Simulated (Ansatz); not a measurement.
# Run report: AlH3ClO2F, frequency calculation

- system: AlH3ClO2F
- method: RKS PBE-D4/6-31G* (Ansatz 0.2.0)

It belongs to a series of runs on one base structure; here: vibrations at the highest image of the band. Figures and captions count atoms from 1; the log counts them from 0 in places.

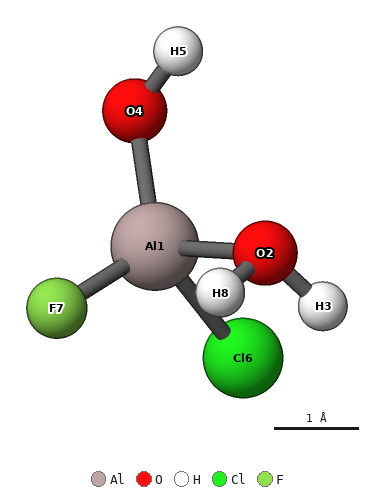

Figure 1. The input geometry (ball-and-stick view, seen at an oblique angle; atoms are numbered from 1 in the order of the input). Sticks mark near contacts. Bond lengths as drawn: Al–Cl 2.15 Å, Al–F 1.68 Å, Al–O 1.72 to 2.01 Å and H–O 0.97 to 0.99 Å.

**Input file**
```yaml
crystal:
  periodic: [false, false, false]
  atoms:
    - { symbol: Al, position_ang: [0.057412, 0.54656, -0.153417] }
    - { symbol: O, position_ang: [-0.013373, -0.076511, 1.754995] }
    - { symbol: H, position_ang: [-0.926168, -0.425468, 1.882722] }
    - { symbol: O, position_ang: [1.379604, -0.182306, -0.975804] }
    - { symbol: H, position_ang: [1.929851, -0.843744, -0.524998] }
    - { symbol: Cl, position_ang: [-1.940149, -0.056364, -0.66041] }
    - { symbol: F, position_ang: [0.189438, 2.151222, 0.33894] }
    - { symbol: H, position_ang: [0.014084, 0.793213, 2.218872] }
basis:
  gaussian: { orbitals: "6-31G*" }
hamiltonian:
  xc: pbe
  dispersion: d4
phonons: {}
```

Launch command:
```bash
ansatz run input.yaml --threads 2 --pin off --max-ram 3072MiB --backend cpu --events-out ev --progress --plain --runs-dir out
```

**What the program printed**
```
Engine: ansatz 0.2.0, aarch64-unknown-linux-gnu
Functional definition: PBE
  parameter kappa = 0.804
  parameter beta = 0.06672455060314922
  exchange = pbe_x(kappa = kappa, mu = beta*pi^2/3)
  correlation = pbe_c(beta = beta)
969 factors; their error is unknown
mean field evaluation 1: about -25957.5719 eV, gradient 8.0e1 eV
mean field evaluation 2: about -25902.6973 eV, gradient 1.8e2 eV
mean field evaluation 4: about -25968.1194 eV, gradient 1.4e1 eV
mean field evaluation 8: about -25968.4140 eV, gradient 1.3e-1 eV
mean field evaluation 16: about -25968.3800 eV, gradient 9.3e-5 eV
mean field -25968.38003088 eV, -954.3203641345 hartree, gradient 1.4e-5 eV, S^2 0.000000; 0 other end points of the search recorded, 0 dependent functions left out
the calculation of the forces begins
reference -25968.38007840 eV, -954.3203658810 hartree; 29, 29 occupied and 60, 60 virtual orbitals, 969 factors
these checks for a lower state are left out or cut short: stability, starts, cluster_reference, orbital_swaps, neighbouring_geometries, increment
969 factors; their error is unknown
mean field -25968.37991296 eV, -954.3203598013 hartree, gradient 2.5e-6 eV, S^2 0.000000; 0 other end points of the search recorded, 0 dependent functions left out
[... from here on the field's lines of each further geometry are left out, up to the last ...]
the calculation of the forces begins
reference -25968.38005812 eV, -954.3203651357 hartree; 29, 29 occupied and 60, 60 virtual orbitals, 969 factors
these checks for a lower state are left out or cut short: stability, starts, cluster_reference, orbital_swaps, neighbouring_geometries, increment
969 factors; their error is unknown
mean field -25968.37997558 eV, -954.3203621026 hartree, gradient 1.1e-6 eV, S^2 0.000000; 0 other end points of the search recorded, 0 dependent functions left out
the calculation of the forces begins
reference -25968.38002311 eV, -954.3203638491 hartree; 29, 29 occupied and 60, 60 virtual orbitals, 969 factors
WARN: phonons: modes at or below zero, which the zero-point energy, F, S and C_V leave out: 1, the lowest at -246.40 cm⁻¹. A minimum has none, and a first-order saddle one
Total energy: -25968.53741149 eV, -954.3261477654 hartree
Atom 0 at     0.057412     0.546560    -0.153417 Å, force    -0.007492    -0.006888    -0.016027 eV/Å
Atom 1 at    -0.013373    -0.076511     1.754995 Å, force     0.001668     0.002393     0.003512 eV/Å
Atom 2 at    -0.926168    -0.425468     1.882722 Å, force     0.000681     0.000752    -0.002736 eV/Å
Atom 3 at     1.379604    -0.182306    -0.975804 Å, force     0.002460     0.001460    -0.001675 eV/Å
Atom 4 at     1.929851    -0.843744    -0.524998 Å, force     0.001506    -0.002503     0.003243 eV/Å
Atom 5 at    -1.940149    -0.056364    -0.660410 Å, force    -0.001549    -0.001542     0.001904 eV/Å
Atom 6 at     0.189438     2.151222     0.338940 Å, force     0.003129     0.006429     0.007801 eV/Å
Atom 7 at     0.014084     0.793213     2.218872 Å, force    -0.000404    -0.000101     0.003977 eV/Å
Dipole moment:     0.109453    -0.332772     1.038527 e Å
Vibrations: -246.40 116.59 140.97 190.42 227.44 245.47 300.72 414.88 450.50 614.53 616.08 670.11 785.82 907.84 1638.07 3536.29 3636.82 3765.56 cm⁻¹, zero-point energy 1.131860 eV
```

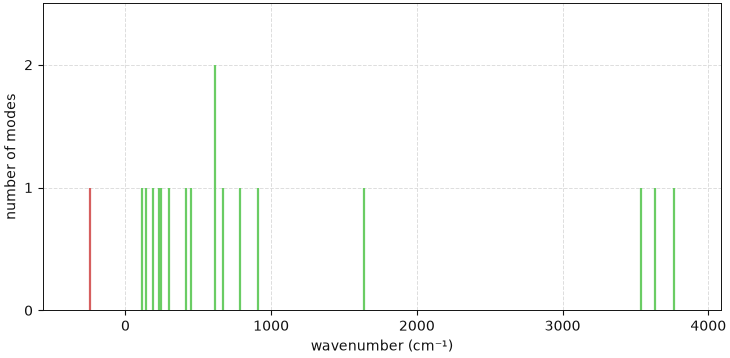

Figure 2. Harmonic vibrational wavenumbers from the force constants; neighbouring modes closer than 18 cm⁻¹ are counted in one stick, and imaginary ones are drawn at negative wavenumbers. 18 modes from 246i to 3766 cm⁻¹, 1 imaginary beyond 8i (246i cm⁻¹): a first-order saddle point, if the geometry is stationary.

**Summary**

| quantity | value |
| --- | --- |
| outcome | converged |
| total energy | −25968.5374 eV |
| mean-field energy | −25968.3801 eV |
| largest force (length of the vector) | 0.019 eV/Å |
| hardware | 2 threads of Arm Neoverse V2, 24 GiB of memory available, shared host |
| wall time | 41 s (CPU time 78 s) |
| peak memory | 0.12 GiB |
